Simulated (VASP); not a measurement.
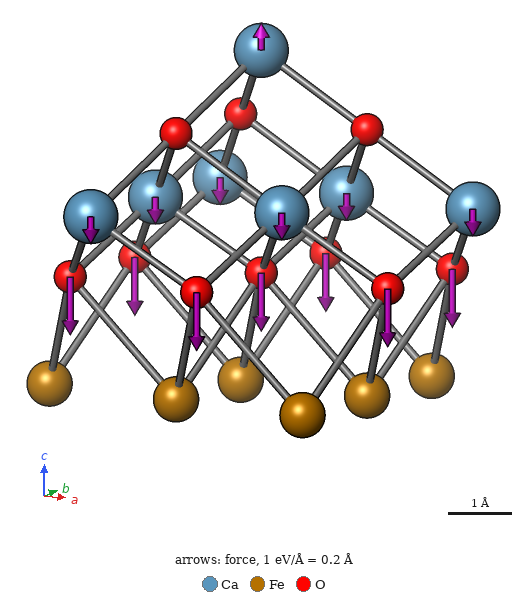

Starting geometry of solid Ca2FeO3 (a generated structure, set up in P-3m1) with the computed forces as purple arrows. Style: ball-and-stick. Shown: the atoms within 4.2 Å of the atom that moves most (axes of the cell of the calculation), slightly off an axis.

The run lets cell and atoms move.

The calculation used Kohn-Sham DFT of a periodic cell, PBE, VASP PAW PBE potentials, recommended (VASP).

Input
```
PREC     = Normal         # precision mode
ENCUT    = 520            # plane-wave cutoff, eV
EDIFF    = 1E-4           # SCF threshold, eV
ISMEAR   = 0              # smearing method
SIGMA    = 0.15           # smearing width, eV
LREAL    = False          # projectors in reciprocal space
LASPH    = True           # aspherical terms in the spheres
NELM     = 60             # most SCF steps
ALGO     = Fast           # electronic algorithm
ISIF     = 3              # what is computed and relaxed
LWAVE    = False          # write WAVECAR
LCHARG   = False          # write CHGCAR
ISPIN    = 2              # spin polarisation
MAGMOM   = 0 0 3 0 0 0    # initial moments
LORBIT   = 11             # projections on sites
LMAXMIX  = 4              # l up to which the mixer works
GGA      = PE             # functional
IBRION   = 2              # ionic algorithm
NSW      = 24             # ionic steps
EDIFFG   = -0.08          # ionic threshold
```

Launched with:
```bash
cat potpaw_PBE.64/Ca_sv/POTCAR potpaw_PBE.64/Fe/POTCAR potpaw_PBE.64/O/POTCAR > POTCAR
mpirun -np 1 vasp_std > vasp.out
```

Is this structure relaxed? If not, where do the atoms go?

It isn't relaxed: the largest force vector, on O atoms, is 4.76 eV/Å. The atoms end up moving mostly along the starting forces (cosine between the two patterns 1.00). The largest moves relative to the cell, 0.62 Å, are those of O atoms. Largest moves by element: O 0.62 Å, Ca 0.30 Å. Fe stays in place. The volume changes by +5.8 %, with a = b 3.100 → 3.303 Å (+6.6 %), c 8.528 → 7.948 Å (−6.8 %). Near-neighbour distances that change, for instance: Ca–Ca 3.006 → 3.431 Å, Fe–O 2.612 → 2.227 Å, Ca–O 2.129 → 2.364 Å, Ca–O 2.159 → 2.381 Å. Among the angles between lasting bonds that change: Ca–O–Ca 93.4° → 88.6°, O–Ca–O 93.4° → 88.6°, O–Ca–O 87.4° → 91.8°. The space group stays P-3m1 (No. 164). After 14 geometry steps the energy has fallen by 5.595 eV per cell of the calculation. The largest force component goes from 4.8 to 0.038 eV/Å. The pressure goes from 31.52 to −0.19 GPa. It ran on 1 thread of Intel(R) Xeon(R) Platinum 8259CL CPU @ 2.50GHz (Skylake/Cascade Lake), with other jobs on the host.

Limits of the set-up: only the magnetic order of this start and cell was tried (total moment 4.0 μB per cell).
